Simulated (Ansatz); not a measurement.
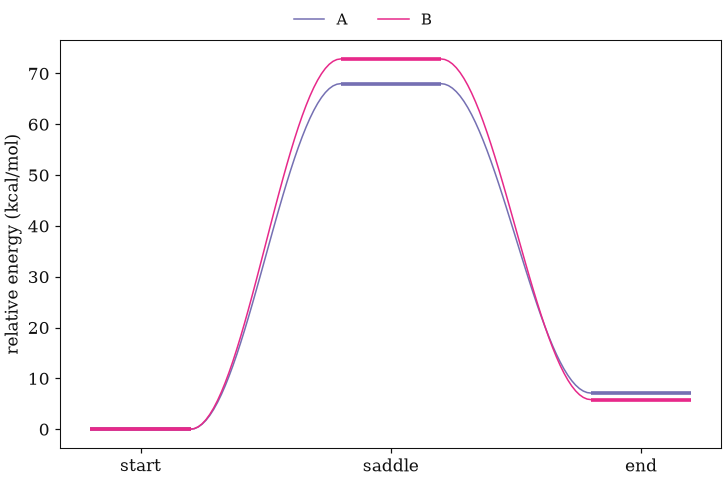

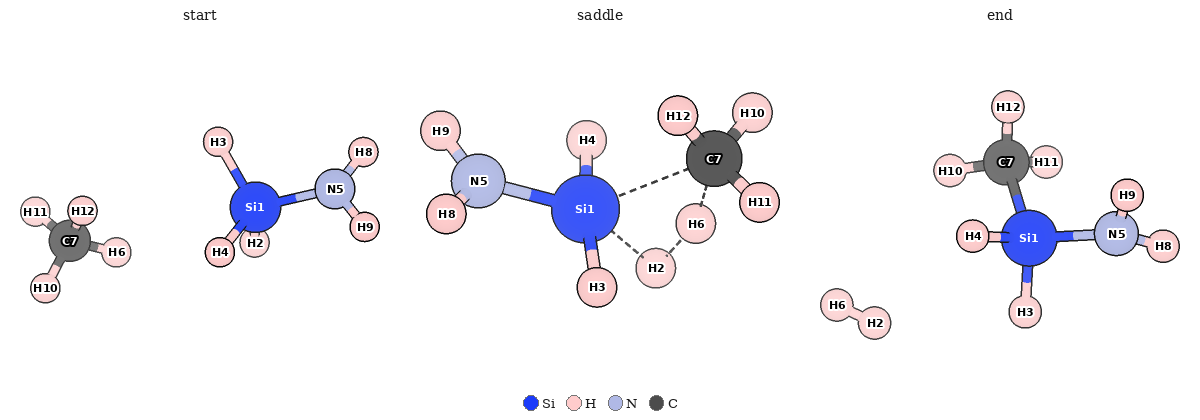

One elementary step of CH₉NSi: start, first-order saddle point (changing pairs dashed) and end. Electronic energies at PBE0-D4/def2-TZVP geometries, energies in def2-TZVPP, the Ansatz code 0.2.0; cores frozen in correlated methods, no zero-point terms. Start and end are the structures at the ends of the path (complexes, where there are several molecules). The limit is the MP2 basis limit plus CCSD(T) less MP2 in triple zeta. Lines between the levels only guide the eye.

In the step Si1–C7 (3.84 → 2.13 → 1.87 Å) and H2–H6 (2.73 → 1.09 → 0.75 Å) form; Si1–H2 (1.49 → 1.68 → 3.39 Å) and H6–C7 (1.09 → 1.40 → 3.95 Å) break (lengths at start, saddle and end; changes of bond order aren't listed).

The profiles are B97M-V and CCSD(T) at the basis limit. Which is which?

A: B97M-V (barrier 68.0, step 7.1 kcal/mol); B: CCSD(T) at the basis limit (barrier 72.9, step 5.8 kcal/mol).
